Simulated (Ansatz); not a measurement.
## Molecular dynamics of amorphous Hg30Se17S13 (60 atoms)

Wanted: a short trajectory of amorphous Hg30Se17S13 (60 atoms) with its pair distributions.

Calculated with Ansatz 0.2.0; Kohn-Sham DFT, PBE, PAW (set soft_2, large core), plane waves.

## 1. Set-up

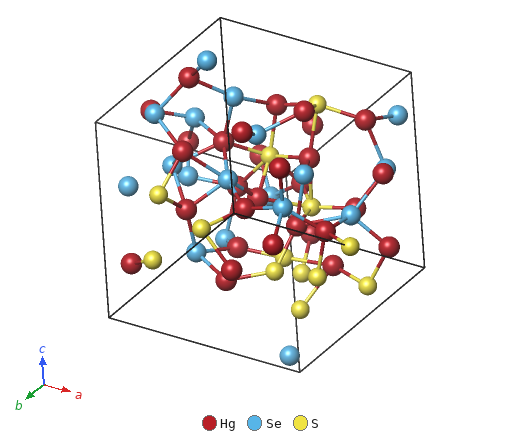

Start, viewed from a free direction; mercury red, selenium blue, sulfur yellow. Bonds to atoms that aren't drawn are left out. Some periodic images of atoms are drawn too.

The cell holds 60 atoms: 30 Hg, 17 Se and 13 S. Its edges and angles: a = 11.949 Å, b = 11.949 Å, c = 11.949 Å, α = 90.0°, β = 90.0°, γ = 90.0°. 60 atoms (30 Hg, 17 Se, 13 S) placed at random at 7.57 g/cm³, melted at 2500 K for 10 ps at fixed volume with the Stillinger-Weber II-VI potential (Zhou et al., Phys. Rev. B 88, 085309 (2013)). Quenched from 2500 K to 300 K at 200 K/ps and fixed volume, held 5 ps.

What the set-up can't give: The quench rate of 200 K/ps is orders of magnitude faster than experiment, which tends to freeze in extra defects. The starting topology of bonds comes from the classical model, and needn't be the one that DFT or experiment would give. Only the Γ point is sampled, in a cell whose shortest periodic width is 12 Å. The levels lack spin–orbit coupling, which is large for the heavy elements here.

## 2. Single point at the start

A single point comes first, to see the forces before anything moves.

Input file input.yaml:

```yaml
crystal:
  lattice:
    - [11.9488, 0.0, 0.0]
    - [0.0, 11.9488, 0.0]
    - [0.0, 0.0, 11.9488]
  atoms:
    - { symbol: Hg, position: [0.35365, 0.54085, 0.75434] }
    - { symbol: Hg, position: [0.86948, 0.50681, 0.24636] }
    - { symbol: Hg, position: [0.05434, 0.87798, 0.22699] }
    - { symbol: Hg, position: [0.22156, 0.6706, 0.43929] }
    [... 50 atom lines left out ...]
    - { symbol: S, position: [0.03353, 0.68497, 0.13602] }
    - { symbol: S, position: [0.79388, 0.67095, 0.08765] }
    - { symbol: S, position: [0.14476, 0.4581, 0.20655] }
    - { symbol: S, position: [0.94691, 0.3647, 0.08757] }
    - { symbol: S, position: [0.01531, 0.58137, 0.40865] }
    - { symbol: S, position: [0.61876, 0.01137, 0.00812] }
kpoints:
  mp_grid: { grid: [1, 1, 1] }
hamiltonian:
  xc: pbe
  pseudopotentials: { kind: paw, core: large }
scf:
  occupations: { method: gaussian, width: 0.025 }
output:
  forces: true
```

Started as:

```console
ansatz run input.yaml --threads 4 --pin off --max-ram 8192MiB --backend cpu --events-out ev --progress --plain --runs-dir out
```

Elapsed: 16 s, on 4 threads of Arm Neoverse V2, shared host; peak memory 1.8 GiB; 59 s of CPU time.

The program notes that potentials were chosen by core size.

Read from the output:

```
free energy            : -385808.3635 eV
free energy per atom   : -6430.1394 eV/atom
SCF cycles             : 14
r.m.s. force component : 0.4263 eV/Å
longest force          : 1.461 eV/Å
Fermi energy           : 6.115 eV
```

The r.m.s. force component of 0.43 eV/Å sets the starting point.

Neighbours are counted within 3.35 Å (Hg-Se), 3.15 Å (Hg-S).

Length of the force by element and coordination:

| element | coordination | atoms | mean length of the force (eV/Å) | spread | least | most |
| --- | --- | --- | --- | --- | --- | --- |
| Hg | all | 30 | 0.550 | 0.280 | 0.155 | 1.46 |
| Hg | 2 | 2 | 0.903 | 0.558 | 0.345 | 1.46 |
| Hg | 3 | 10 | 0.564 | 0.274 | 0.155 | 0.917 |
| Hg | 4 | 15 | 0.485 | 0.202 | 0.190 | 0.947 |
| Hg | 5 | 3 | 0.588 | 0.131 | 0.418 | 0.736 |
| S | all | 13 | 0.677 | 0.329 | 0.316 | 1.45 |
| S | 2 | 4 | 0.756 | 0.423 | 0.322 | 1.45 |
| S | 3 | 5 | 0.595 | 0.275 | 0.340 | 1.08 |
| S | 4 | 2 | 0.645 | 0.329 | 0.316 | 0.974 |
| S | 5 | 1 | 0.866 | 0 | 0.866 | 0.866 |
| S | 6 | 1 | 0.648 | 0 | 0.648 | 0.648 |
| Se | all | 17 | 0.818 | 0.387 | 0.053 | 1.45 |
| Se | 2 | 3 | 0.866 | 0.157 | 0.735 | 1.09 |
| Se | 3 | 3 | 0.716 | 0.286 | 0.403 | 1.09 |
| Se | 4 | 3 | 0.733 | 0.539 | 0.053 | 1.37 |
| Se | 5 | 8 | 0.871 | 0.398 | 0.287 | 1.45 |

## 3. Dynamics started at 300 K

Without a thermostat the total energy must stay constant, which tests forces and time step. The time step is 2.0 fs.

Changes to input.yaml since step 2:

```diff
@@ -16 +16,8 @@
   forces: true
+md:
+  timestep: 2.0
+  n_steps: 200
+  ensemble: nve
+  temperature: 300
+  initial_velocities: maxwell_boltzmann
+  seed: 8687
```

Wall time 26 min (4 threads); peak memory 2 GiB; 1.7 h of CPU time.

The program notes that it switched symmetry off.

The trajectory, sampled:

| time (fs) | T (K) | potential (meV/atom) | conserved (meV/atom) |
| --- | --- | --- | --- |
| 0.0 | 300 | 0.0 | 0.00 |
| 26.0 | 420 | -15.3 | -0.01 |
| 54.0 | 617 | -40.3 | -0.02 |
| 80.0 | 769 | -59.6 | -0.01 |
| 106.0 | 912 | -77.8 | -0.05 |
| 134.0 | 858 | -71.0 | -0.06 |
| 160.0 | 853 | -70.3 | -0.03 |
| 186.0 | 860 | -71.2 | -0.07 |
| 214.0 | 841 | -68.8 | -0.02 |
| 240.0 | 972 | -85.5 | -0.06 |
| 266.0 | 909 | -77.4 | -0.06 |
| 294.0 | 801 | -63.7 | -0.01 |
| 320.0 | 906 | -77.1 | -0.03 |
| 346.0 | 961 | -84.1 | -0.04 |
| 374.0 | 903 | -76.7 | 0.00 |
| 400.0 | 913 | -78.0 | -0.02 |

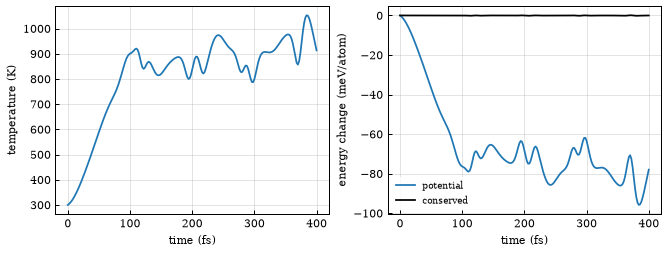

Temperature and energies against time.

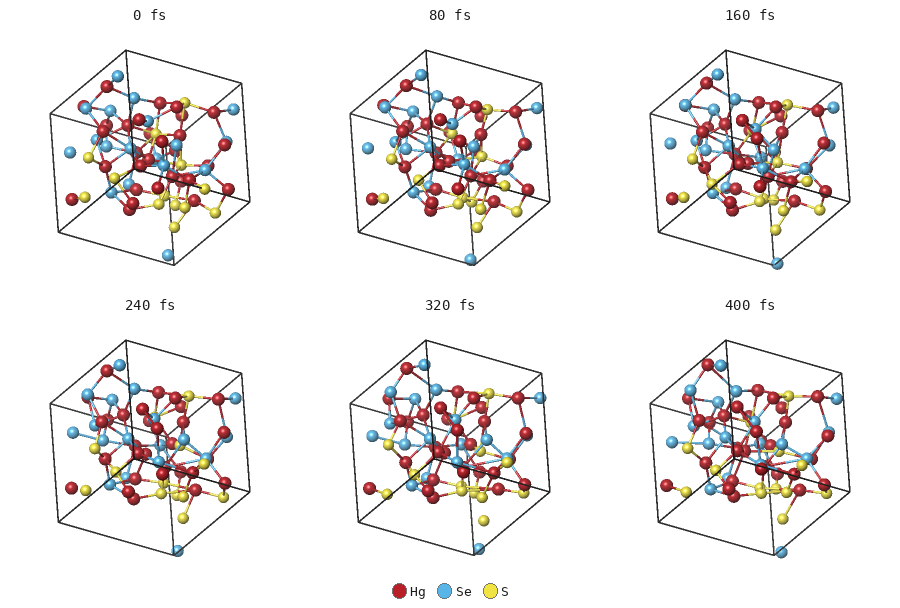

6 frames of the run. Bonds to atoms that aren't drawn are left out.

Mean square displacement from the first frame to the last: Hg 0.65 Å², Se 0.60 Å², S 0.60 Å².

Mean square displacement against time lag:

| time lag (fs) | Hg (Å²) | S (Å²) | Se (Å²) |
| --- | --- | --- | --- |
| 2.0 | 3.3e-5 | 3.5e-4 | 1.0e-4 |
| 18.0 | 0.00270 | 0.0269 | 0.00837 |
| 34.0 | 0.00952 | 0.0827 | 0.0289 |
| 50.0 | 0.0202 | 0.148 | 0.0591 |
| 58.0 | 0.0268 | 0.179 | 0.0765 |
| 76.0 | 0.0446 | 0.242 | 0.118 |
| 92.0 | 0.0635 | 0.288 | 0.153 |
| 108.0 | 0.0848 | 0.326 | 0.184 |
| 124.0 | 0.108 | 0.355 | 0.210 |
| 142.0 | 0.137 | 0.382 | 0.234 |
| 150.0 | 0.150 | 0.394 | 0.244 |
| 166.0 | 0.178 | 0.423 | 0.263 |
| 182.0 | 0.207 | 0.455 | 0.282 |
| 200.0 | 0.240 | 0.489 | 0.307 |

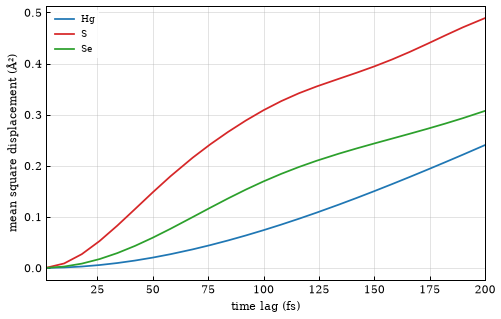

Mean square displacement, plotted against time lag.

Over the second half of 400 fs the temperature averages 910 K with swings of 61 K r.m.s. The conserved energy stays within 0.16 meV/atom. From first frame to last Hg has the largest mean square displacement, 0.65 Å² at the end; the farthest move is 1.49 Å. The mean temperature of 910 K lies well off the 300 K of the input: without a thermostat, the energy that the start releases heats the cell. The run spans 0.40 ps, too short for its means to be equilibrium values.

## 4. Distances and neighbours late in the run

The g(r) is a mean over the second half; what follows it is taken at the last frame.

Bonds before and after, by the cutoffs listed below:

| pair | bonds before | bonds after | mean before (Å) | mean after (Å) | spread before (Å) | spread after (Å) |
| --- | --- | --- | --- | --- | --- | --- |
| Hg-Se | 64 | 57 | 2.789 | 2.820 | 0.142 | 0.181 |

Density 7.57 g/cm³, 28.43 Å³ an atom.

Mean of 14 frames. Pair distribution functions g(r), in bins of 0.2 Å:

| r (Å) | total | Hg-Hg | Hg-Se | Hg-S | Se-Se | Se-S | S-S |
| --- | --- | --- | --- | --- | --- | --- | --- |
| 1.80 | 0.05 | 0.00 | 0.00 | 0.00 | 0.00 | 0.00 | 1.01 |
| 2.00 | 0.03 | 0.00 | 0.00 | 0.00 | 0.00 | 0.00 | 0.56 |
| 2.20 | 0.14 | 0.00 | 0.02 | 0.38 | 0.20 | 0.00 | 0.85 |
| 2.40 | 0.80 | 0.00 | 0.63 | 2.38 | 0.68 | 0.00 | 1.00 |
| 2.60 | 1.73 | 0.15 | 3.23 | 3.38 | 0.53 | 0.00 | 0.09 |
| 2.80 | 1.66 | 0.45 | 3.49 | 1.86 | 1.30 | 0.00 | 0.95 |
| 3.00 | 0.96 | 0.43 | 1.75 | 1.12 | 0.84 | 0.00 | 0.97 |
| 3.20 | 0.78 | 0.72 | 0.79 | 0.90 | 1.19 | 0.12 | 1.34 |
| 3.40 | 0.66 | 0.94 | 0.63 | 0.56 | 0.64 | 0.08 | 1.44 |
| 3.60 | 1.04 | 1.76 | 0.71 | 0.88 | 0.96 | 0.46 | 1.55 |
| 3.80 | 1.17 | 1.64 | 0.93 | 1.08 | 0.96 | 0.88 | 1.76 |
| 4.00 | 1.17 | 1.35 | 0.94 | 0.92 | 1.43 | 1.50 | 1.44 |
| 4.20 | 1.02 | 0.92 | 0.70 | 0.83 | 1.88 | 1.33 | 1.96 |
| 4.40 | 1.18 | 1.36 | 0.95 | 0.85 | 1.21 | 1.54 | 2.04 |
| 4.60 | 1.09 | 1.13 | 0.86 | 0.91 | 1.23 | 1.65 | 1.39 |
| 4.80 | 1.01 | 1.02 | 0.68 | 0.97 | 1.37 | 1.44 | 1.40 |
| 5.00 | 0.95 | 0.82 | 0.86 | 0.95 | 1.27 | 1.17 | 1.13 |
| 5.20 | 0.94 | 1.05 | 0.92 | 0.80 | 1.16 | 0.87 | 0.92 |
| 5.40 | 0.93 | 1.01 | 1.10 | 0.83 | 0.68 | 0.62 | 1.08 |
| 5.60 | 0.98 | 0.96 | 1.06 | 0.98 | 1.08 | 0.82 | 0.73 |
| 5.80 | 1.01 | 1.02 | 1.19 | 1.05 | 0.66 | 0.88 | 0.63 |

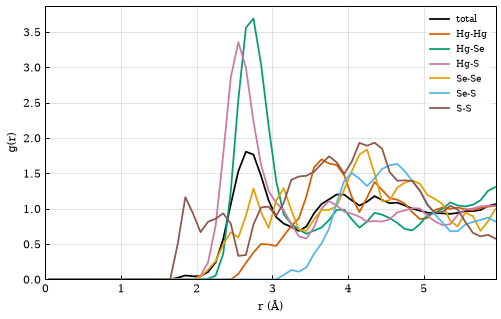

Pair distribution functions, lightly smoothed.

Bonds by pair of elements; cutoffs follow the first minimum of g(r), held within bounds set by covalent radii, and pairs that aren't listed don't count as bonded:

| pair A-B | cutoff (Å) | bonds | mean length (Å) | spread (Å) | shortest (Å) | B about A | A about B |
| --- | --- | --- | --- | --- | --- | --- | --- |
| Hg-Se | 3.23 | 57 | 2.82 | 0.181 | 2.46 | 1.9 | 3.35 |
| Hg-S | 3.15 | 38 | 2.68 | 0.248 | 2.29 | 1.27 | 2.92 |
| Se-Se | 2.71 | 1 | 2.48 | 0 | 2.48 | 0.118 | 0.118 |
| S-S | 2.37 | 1 | 2.34 | 0 | 2.34 | 0.154 | 0.154 |

The cutoff for Hg-S falls short of the minimum of g(r), so counts run low and odd coordinations can be artefacts.

How many atoms have how many bonded neighbours:

| element | mean | 1 | 2 | 3 | 4 | 5 | 6 |
| --- | --- | --- | --- | --- | --- | --- | --- |
| Hg | 3.17 | 0 | 6 | 14 | 9 | 1 | 0 |
| S | 3.08 | 1 | 2 | 7 | 2 | 0 | 1 |
| Se | 3.47 | 0 | 3 | 6 | 5 | 3 | 0 |

Bond angles (no mean is given where the spread exceeds 20°):

| angle | count | mean (°) | spread (°) |
| --- | --- | --- | --- |
| Hg-Se-Hg | 77 | - | - |
| S-Hg-Se | 62 | - | - |
| Hg-S-Hg | 46 | - | - |
| Se-Hg-Se | 39 | - | - |
| S-Hg-S | 11 | - | - |

Bond length by coordination (bonds to H left out):

| element | coordination | atoms | mean bond length (Å) |
| --- | --- | --- | --- |
| Hg | 2 | 6 | 2.76 |
| Hg | 3 | 14 | 2.73 |
| Hg | 4 | 9 | 2.79 |
| Hg | 5 | 1 | 2.81 |
| S | 1 | 1 | 2.54 |
| S | 2 | 2 | 2.65 |
| S | 3 | 7 | 2.57 |
| S | 4 | 2 | 2.75 |
| S | 6 | 1 | 2.9 |
| Se | 2 | 3 | 2.65 |
| Se | 3 | 6 | 2.76 |
| Se | 4 | 5 | 2.81 |
| Se | 5 | 3 | 2.92 |

Rings of the network by King's shortest-path rule, up to 12 atoms, one path for each pair of neighbours; H, halogens, alkali and alkaline-earth atoms are left out, and the last column divides by all other atoms, bonded or not:

| ring size (atoms) | rings | per network atom |
| --- | --- | --- |
| 4 | 11 | 0.183 |
| 5 | 2 | 0.033 |
| 6 | 15 | 0.25 |
| 7 | 1 | 0.017 |
| 8 | 31 | 0.517 |
| 9 | 6 | 0.1 |
| 10 | 19 | 0.317 |
| 11 | 2 | 0.033 |
| 12 | 5 | 0.083 |

Rings of 8 atoms are the most common (34 % of those counted); sizes run from 4 to 12, where the search stops.

## 5. Single point at the last frame

The last frame is solved once more, with the analyses that the dynamics left out.

Input file input.yaml:

```yaml
crystal:
  lattice:
    - [11.9488, 0.0, 0.0]
    - [0.0, 11.9488, 0.0]
    - [0.0, 0.0, 11.9488]
  atoms:
    - { symbol: Hg, position: [0.35056, 0.58476, 0.77374] }
    - { symbol: Hg, position: [0.89302, 0.47046, 0.23759] }
    - { symbol: Hg, position: [0.02355, 0.89756, 0.26184] }
    - { symbol: Hg, position: [0.22837, 0.67987, 0.39286] }
    [... 50 atom lines left out ...]
    - { symbol: S, position: [0.06434, 0.71691, 0.12087] }
    - { symbol: S, position: [0.87339, 0.67989, 0.10065] }
    - { symbol: S, position: [0.18019, 0.49298, 0.21675] }
    - { symbol: S, position: [0.01929, 0.31912, 0.1638] }
    - { symbol: S, position: [0.02784, 0.60967, 0.42227] }
    - { symbol: S, position: [0.55426, 0.94347, 0.06968] }
kpoints:
  mp_grid: { grid: [1, 1, 1] }
hamiltonian:
  xc: pbe
  pseudopotentials: { kind: paw, core: large }
scf:
  occupations: { method: gaussian, width: 0.025 }
output:
  forces: true
  stress: true
  populations: true
  dos:
    method: { smearing: { sigma: 0.08 } }
    de: 0.1
    projected: { site_lists: { Hg: [Hg], S: [S], Se: [Se] } }
  eigenvalues: true
  write_density: true
  write_potential: true
  volumetric_format: npy
```

Wall time 25 s (4 threads); peak memory 1.8 GiB; 96 s of CPU time.

Read from the output:

```yaml
free_energy: -385813.0418 eV
free_energy_per_atom: -6430.2174 eV/atom
scf_cycles: 15
pressure: 0.1913 GPa
r_m_s_force_component: 0.6183 eV/Å
longest_force: 2.512 eV/Å
fermi_energy: 6.212 eV
spacing_of_highest_filled_and_lowest_empty_level: 0.3574 eV
spilling_of_the_projection: 0.01027
```

Length of the force by element:

| element | coordination | atoms | mean length of the force (eV/Å) | spread | least | most |
| --- | --- | --- | --- | --- | --- | --- |
| Hg | all | 30 | 0.729 | 0.487 | 0.105 | 2.19 |
| S | all | 13 | 1.33 | 0.595 | 0.448 | 2.51 |
| Se | all | 17 | 0.936 | 0.426 | 0.235 | 1.65 |

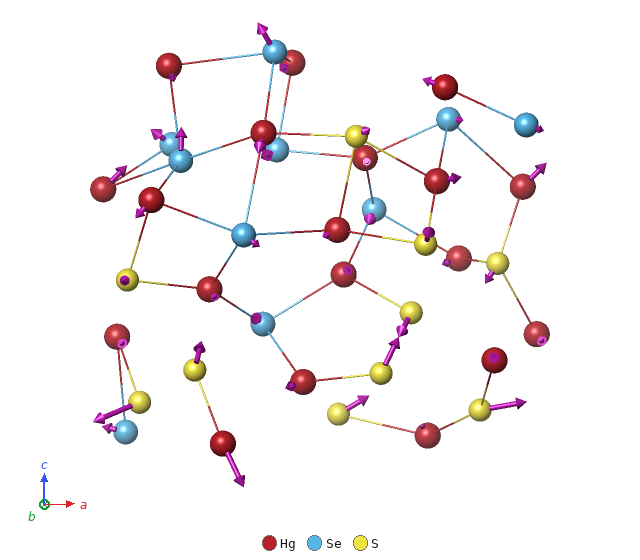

Forces as arrows; the longest in the cell is 2.51 eV/Å. Drawn is a slice 7 Å thick, seen along the normal of the ac plane.

Löwdin charges by element (they lack the spilled electrons, 0.092 e an atom on average):

| element | coordination | atoms | mean charge (e) | spread | least | most |
| --- | --- | --- | --- | --- | --- | --- |
| Hg | all | 30 | 0.836 | 0.183 | 0.240 | 1.05 |
| S | all | 13 | -0.643 | 0.182 | -0.941 | -0.322 |
| Se | all | 17 | -0.657 | 0.197 | -0.942 | -0.253 |

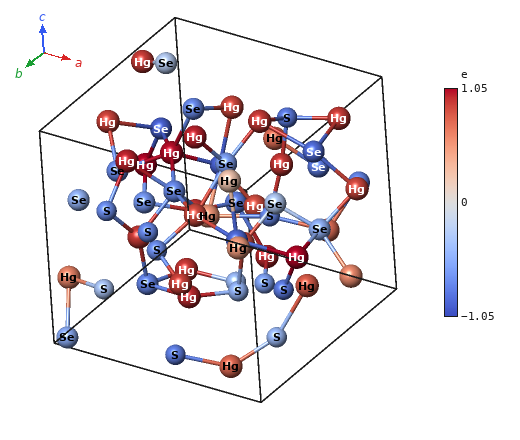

Atoms coloured by Löwdin charge. Bonds to atoms that aren't drawn are left out.

States in the cell by windows of 1 eV, zero at the Fermi level; the larger projections on atomic orbitals stand beside the total:

| from (eV) | to (eV) | total | Hg d | Se p | S p | Hg s | Se s | S s |
| --- | --- | --- | --- | --- | --- | --- | --- | --- |
| -15 | -14 | 5.2 | 0.1 | 0.2 | 0.1 | 0.3 | 3.4 | 1.1 |
| -14 | -13 | 19.2 | 1.1 | 0.2 | 0.3 | 1.6 | 7.1 | 9.0 |
| -13 | -12 | 27.9 | 1.4 | 0.4 | 0.1 | 1.2 | 17.2 | 7.4 |
| -12 | -11 | 7.8 | 0.4 | 0.1 | 0.3 | 0.3 | 2.2 | 4.5 |
| -11 | -9 | 0.0 | 0.0 | 0.0 | 0.0 | 0.0 | 0.0 | 0.0 |
| -9 | -8 | 2.0 | 1.4 | 0.1 | 0.4 | 0.1 | 0.0 | 0.0 |
| -8 | -7 | 86.0 | 74.8 | 4.0 | 4.2 | 2.0 | 0.4 | 0.5 |
| -7 | -6 | 200.2 | 189.8 | 3.8 | 2.8 | 1.9 | 0.9 | 0.9 |
| -6 | -5 | 27.0 | 15.2 | 3.3 | 2.2 | 5.5 | 0.3 | 0.3 |
| -5 | -4 | 31.3 | 5.1 | 8.3 | 6.6 | 9.7 | 0.6 | 0.6 |
| -4 | -3 | 29.6 | 2.6 | 10.3 | 9.1 | 6.1 | 0.5 | 0.4 |
| -3 | -2 | 38.0 | 2.6 | 16.4 | 14.2 | 3.0 | 0.3 | 0.2 |
| -2 | -1 | 41.8 | 2.4 | 21.3 | 13.9 | 2.2 | 0.2 | 0.2 |
| -1 | 0 | 24.2 | 1.1 | 11.6 | 6.9 | 3.2 | 0.2 | 0.1 |
| 0 | 1 | 19.3 | 0.5 | 6.3 | 4.8 | 5.6 | 0.2 | 0.2 |
| 1 | 2 | 29.9 | 0.6 | 8.2 | 7.2 | 9.8 | 0.3 | 0.3 |
| 2 | 3 | 18.3 | 0.2 | 3.4 | 2.0 | 4.2 | 0.1 | 0.1 |
| 3 | 4 | 23.9 | 0.1 | 1.2 | 0.7 | 1.1 | 0.0 | 0.0 |

The curve was stored every 0.100 eV, coarse against its broadening of 0.08 eV, so these counts are rough.

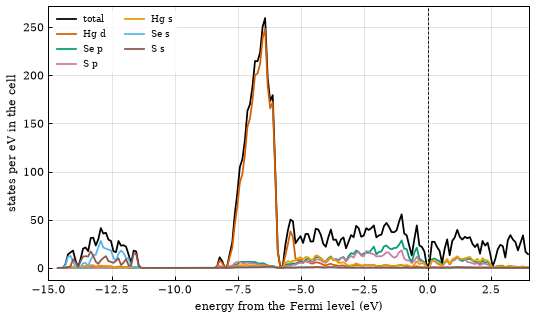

Total and projected density of states, with the broadening of the input.

The levels nearest the highest filled one (over half full), pooled over k-points and spins:

| level less the highest filled one (eV) | occupation |
| --- | --- |
| -0.295 | 2 |
| -0.266 | 2 |
| -0.216 | 2 |
| -0.178 | 2 |
| -0.0074 | 2 |
| 0 | 2 |
| 0.357 | 0 |
| 0.396 | 0 |
| 0.443 | 0 |
| 0.576 | 0 |
| 0.628 | 0 |
| 0.865 | 0 |

Mean Löwdin charges: Hg +0.84, S -0.64, Se -0.66 e (they miss 1.0 % of the electrons, so they add up to more than the cell's charge).

## 6. What came out

| Quantity | Value |
| --- | --- |
| mean temperature, second half | 910.3 K |
| temperature swing, second half | 60.58 K |
| slope of the conserved energy against time, by least squares | -0.0994 meV/atom/ps |
| free energy per atom | -6430.2174 eV/atom |
| pressure | 0.1913 GPa |
| r.m.s. force component | 0.6183 eV/Å |
| gap (highest filled to lowest empty level) | 0.3574 eV |
| wall time of the 3 DFT runs | 27 min |

**Reading.** Over the second half of 400 fs the temperature averages 910 K with swings of 61 K r.m.s. The conserved energy stays within 0.16 meV/atom. The mean temperature of 910 K lies well off the 300 K of the input: without a thermostat, the energy that the start releases heats the cell. The run spans 0.40 ps, too short for its means to be equilibrium values. Filled and empty levels are parted by 0.357 eV (at Γ alone); a semilocal functional tends to put such gaps too low. In a disordered cell it changes from sample to sample, and tail or defect levels can set it.

What to keep in mind: The pressure of a single frame lacks the kinetic term, about 0.44 GPa here.

[Logs are printed without paths, hosts, clocks, repeated set-up lines and the standing remarks that a program may print on its own settings, such as how far it seeks lower states.]

[Hosts, paths, dates, database ids (printed as entryN), source tags and the programs' standing remarks are cut or masked in the printed files.]
